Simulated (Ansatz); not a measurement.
**C2H10AlAsO: basis-set convergence**

Aim: see how fast density functionals converge with the basis set for C2H10AlAsO.

Program: Ansatz 0.2.0, Gaussian basis. Level of theory: one geometry, several basis sets. These are calculated values, not measurements.

The runs, in order: PBE0-D4/def2-SVP; ωB97M-V/def2-SVP; PBE0-D4/def2-QZVPP; ωB97M-V/def2-QZVPP; the functionals' def2-TZVPP values are taken from earlier runs.

## Step 1: The geometry

The geometry comes from an earlier relaxation with PBE0-D4 in a triple-zeta def2 set; it is a stationary point, not always the lowest conformer.

SMILES `[CH3][Al-]([CH3])([OH])[AsH3+]`, 15 atoms, charge 0, spin multiplicity 1.

Atoms are counted from 1 here; the program's logs count them from 0.

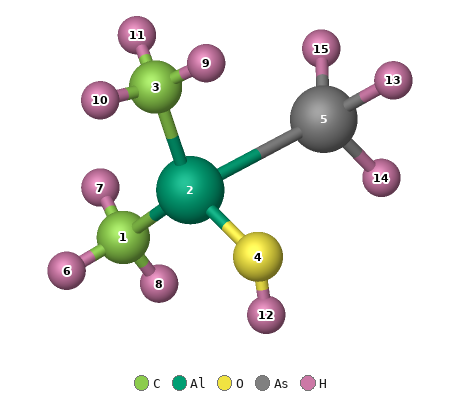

The geometry (carbon green, aluminium teal, oxygen yellow, arsenic grey, hydrogen pink); atoms are numbered from 1 in the order of the file.

## Step 2: PBE0-D4 in def2-SVP

in.yaml reads:

```yaml
crystal:
  periodic: [false, false, false]
  atoms:
    - {symbol: C, position_ang: [-1.725934, -0.241420, 1.110163]}
    - {symbol: Al, position_ang: [0.085421, -0.589929, 0.434367]}
    - {symbol: C, position_ang: [1.675260, 0.238348, 1.221036]}
    - {symbol: O, position_ang: [0.384673, -2.050031, -0.436056]}
    - {symbol: As, position_ang: [0.024120, 0.892319, -1.882021]}
    - {symbol: H, position_ang: [-1.902221, -0.786353, 2.044587]}
    - {symbol: H, position_ang: [-1.881632, 0.819364, 1.332658]}
    - {symbol: H, position_ang: [-2.510036, -0.549307, 0.411197]}
    - {symbol: H, position_ang: [2.564574, 0.088880, 0.601665]}
    - {symbol: H, position_ang: [1.893545, -0.202225, 2.200332]}
    - {symbol: H, position_ang: [1.552539, 1.314573, 1.380091]}
    - {symbol: H, position_ang: [-0.322968, -2.656997, -0.644928]}
    - {symbol: H, position_ang: [1.260669, 0.792500, -2.741808]}
    - {symbol: H, position_ang: [-0.955216, 0.494436, -2.961345]}
    - {symbol: H, position_ang: [-0.164593, 2.384943, -2.040639]}
basis:
  gaussian: {orbitals: def2-SVP}
hamiltonian: {xc: pbe0, dispersion: d4}
output: {orbitals: {seedname: orbitals}}
```

Command:

```console
ansatz run in.yaml --threads 4 --pin off --events-out ev --progress --plain --max-ram 11315MiB
```

The log of the run:

```text
Functional definition: PBE0
  name "PBE0"
  cite "Adamo & Barone, J. Chem. Phys. 110, 6158 (1999) doi:10.1063/1.478522"
  cite "Perdew, Burke & Ernzerhof, Phys. Rev. Lett. 77, 3865 (1996) doi:10.1103/PhysRevLett.77.3865"
  parent pbe
  parameter a = 0.25
  parameter kappa = 0.804
  parameter beta = 0.06672455060314922
  exchange = (1 - a)*pbe_x(kappa = kappa, mu = beta*pi^2/3) + a*exact_x
  correlation = pbe_c(beta = beta)
1414 factors; integrals over basis functions are off by at most 1.3e-3 eV
mean field evaluation 1: about -71682.4971 eV, gradient 7.8e1 eV
mean field evaluation 2: about -71667.5998 eV, gradient 1.1e2 eV
mean field evaluation 4: about -71695.6657 eV, gradient 5.1e0 eV
mean field evaluation 8: about -71695.8970 eV, gradient 2.9e-1 eV
mean field evaluation 16: about -71695.8971 eV, gradient 7.6e-5 eV
mean field -71695.89712008 eV, -2634.7756219383 hartree, gradient 1.1e-5 eV, S^2 0.000000; 0 other end points of the search recorded, 0 dependent functions left out
reference -71695.89715187 eV, -2634.7756231068 hartree; 38, 38 occupied and 104, 104 virtual orbitals, 1414 factors
Total energy: -71696.17337896 eV, -2634.7857742650 hartree
```

Wall time 2.4 s (4 threads of Arm Neoverse V2, shared host); peak memory 0.39 GiB.

## Step 3: ωB97M-V in def2-SVP

Edit in.yaml of step 2 so:

```diff
@@ -20,3 +20,3 @@
   gaussian: {orbitals: def2-SVP}
-hamiltonian: {xc: pbe0, dispersion: d4}
+hamiltonian: {xc: {name: wB97M-V}}
 output: {orbitals: {seedname: orbitals}}
```

The command is unchanged.

The log of the run, cut to the lines that bear on the results:

```text
Functional definition: wB97M-V
  name "wB97M-V"
  cite "Mardirossian & Head-Gordon, J. Chem. Phys. 144, 214110 (2016) doi:10.1063/1.4952647"
  cite "Becke, J. Chem. Phys. 107, 8554 (1997) doi:10.1063/1.475007"
  cite "Vydrov & Van Voorhis, J. Chem. Phys. 133, 244103 (2010) doi:10.1063/1.3521275"
  # Of w^i u^j: cxij and so on, Table III.
[...]
  gx(w, u) = 1 - cx + cx01*u + cx10*w
  gss(w, u) = css00 + css04*u^4 + css10*w + css20*w^2 + css43*w^4*u^3
  gos(w, u) = cos00 + cos10*w + (cos20 + cos21*u)*w^2 + (cos60 + cos61*u)*w^6
[...]
      + integral(e_c_pw_mod_opposite_spin*gos(b97_w_opposite, b97_u_opposite)) + vv10(b, c)
1414 factors; integrals over basis functions are off by at most 1.3e-3 eV
424 factors; integrals over basis functions are off by at most 7.6e-6 eV
[...]
mean field -71705.02081391 eV, -2635.1109115023 hartree, gradient 1.9e-5 eV, S^2 0.000000; 0 other end points of the search recorded, 0 dependent functions left out
reference -71705.02086718 eV, -2635.1109134602 hartree; 38, 38 occupied and 104, 104 virtual orbitals, 1414 factors
Total energy: -71705.02086718 eV, -2635.1109134602 hartree
```

Run time: 9 s. Hardware: 4 threads of Arm Neoverse V2, shared host; peak memory 0.57 GiB.

## Step 4: PBE0-D4 in def2-QZVPP

Edit in.yaml of step 3 so:

```diff
@@ -19,4 +19,4 @@
 basis:
-  gaussian: {orbitals: def2-SVP}
-hamiltonian: {xc: {name: wB97M-V}}
+  gaussian: {orbitals: "def2-QZVPP.json"}
+hamiltonian: {xc: pbe0, dispersion: d4}
 output: {orbitals: {seedname: orbitals}}
```

The command is unchanged.

The log of the run:

```text
Functional definition: PBE0
  name "PBE0"
  cite "Adamo & Barone, J. Chem. Phys. 110, 6158 (1999) doi:10.1063/1.478522"
  cite "Perdew, Burke & Ernzerhof, Phys. Rev. Lett. 77, 3865 (1996) doi:10.1103/PhysRevLett.77.3865"
  parent pbe
  parameter a = 0.25
  parameter kappa = 0.804
  parameter beta = 0.06672455060314922
  exchange = (1 - a)*pbe_x(kappa = kappa, mu = beta*pi^2/3) + a*exact_x
  correlation = pbe_c(beta = beta)
2129 factors; their error is unknown
mean field evaluation 1: about -71694.8592 eV, gradient 9.4e1 eV
mean field evaluation 2: about -71668.6427 eV, gradient 1.4e2 eV
mean field evaluation 4: about -71712.3300 eV, gradient 9.2e0 eV
mean field evaluation 8: about -71712.5079 eV, gradient 2.0e-1 eV
mean field evaluation 16: about -71712.6501 eV, gradient 9.4e-5 eV
mean field -71712.65013138 eV, -2635.3912837480 hartree, gradient 1.6e-5 eV, S^2 0.000000; 0 other end points of the search recorded, 0 dependent functions left out
reference -71712.65018356 eV, -2635.3912856659 hartree; 38, 38 occupied and 592, 592 virtual orbitals, 2129 factors
Total energy: -71712.92641065 eV, -2635.4014368241 hartree
```

Run time: 24 s. Hardware: 4 threads of Arm Neoverse V2, shared host; peak memory 2.9 GiB.

## Step 5: ωB97M-V in def2-QZVPP

Edit in.yaml of step 4 so:

```diff
@@ -20,3 +20,3 @@
   gaussian: {orbitals: "def2-QZVPP.json"}
-hamiltonian: {xc: pbe0, dispersion: d4}
+hamiltonian: {xc: {name: wB97M-V}}
 output: {orbitals: {seedname: orbitals}}
```

Same command.

The log of the run, cut to the lines that bear on the results:

```text
Functional definition: wB97M-V
  name "wB97M-V"
  cite "Mardirossian & Head-Gordon, J. Chem. Phys. 144, 214110 (2016) doi:10.1063/1.4952647"
  cite "Becke, J. Chem. Phys. 107, 8554 (1997) doi:10.1063/1.475007"
  cite "Vydrov & Van Voorhis, J. Chem. Phys. 133, 244103 (2010) doi:10.1063/1.3521275"
  # Of w^i u^j: cxij and so on, Table III.
[...]
  gx(w, u) = 1 - cx + cx01*u + cx10*w
  gss(w, u) = css00 + css04*u^4 + css10*w + css20*w^2 + css43*w^4*u^3
  gos(w, u) = cos00 + cos10*w + (cos20 + cos21*u)*w^2 + (cos60 + cos61*u)*w^6
[...]
      + integral(e_c_pw_mod_opposite_spin*gos(b97_w_opposite, b97_u_opposite)) + vv10(b, c)
2049 factors; their error is unknown
546 factors; integrals over basis functions are off by at most 8.5e-6 eV
[...]
mean field -71721.94861413 eV, -2635.7329966866 hartree, gradient 4.2e-5 eV, S^2 0.000000; 0 other end points of the search recorded, 0 dependent functions left out
reference -71721.94869967 eV, -2635.7329998299 hartree; 38, 38 occupied and 592, 592 virtual orbitals, 2049 factors
Total energy: -71721.94869967 eV, -2635.7329998299 hartree
```

Wall time 48 s (4 threads of Arm Neoverse V2, shared host); peak memory 3.5 GiB.

## Step 6: Functionals by basis

The def2-TZVPP values come from earlier runs at the same geometry.

| functional | basis | functions | energy (eV) | from the largest (eV) | HOMO (eV) | LUMO (eV) |
| --- | --- | --- | --- | --- | --- | --- |
| PBE0-D4 | def2-SVP | 142 | -71696.1734 | 16.753 | -7.07 | 0.14 |
| PBE0-D4 | def2-TZVPP | 323 | -71711.1402 | 1.786 | -7.17 | -0.02 |
| PBE0-D4 | def2-QZVPP | 630 | -71712.9264 | 0.000 | -7.20 | -0.20 |
| ωB97M-V | def2-SVP | 142 | -71705.0209 | 16.928 | -9.32 | 2.06 |
| ωB97M-V | def2-TZVPP | 323 | -71720.2093 | 1.739 | -9.44 | 1.67 |
| ωB97M-V | def2-QZVPP | 630 | -71721.9487 | 0.000 | -9.46 | 1.04 |

## Step 7: Results

| quantity | value |
| --- | --- |
| PBE0-D4: double and triple zeta above quadruple | 16.75, 1.79 eV |
| ωB97M-V: double and triple zeta above quadruple | 16.93, 1.74 eV |

**Reading.** PBE0-D4 gains 14.97 eV from double to triple zeta, then 1.79 eV more. Total energies overstate the basis error of differences, where much of it tends to cancel. The LUMO of ωB97M-V is positive and keeps falling with the basis (2.06 to 1.04 eV): an unbound level that the basis holds in place.

For PBE0-D4 the largest set took about 10 times as long as the smallest (24 s against 2.4 s).
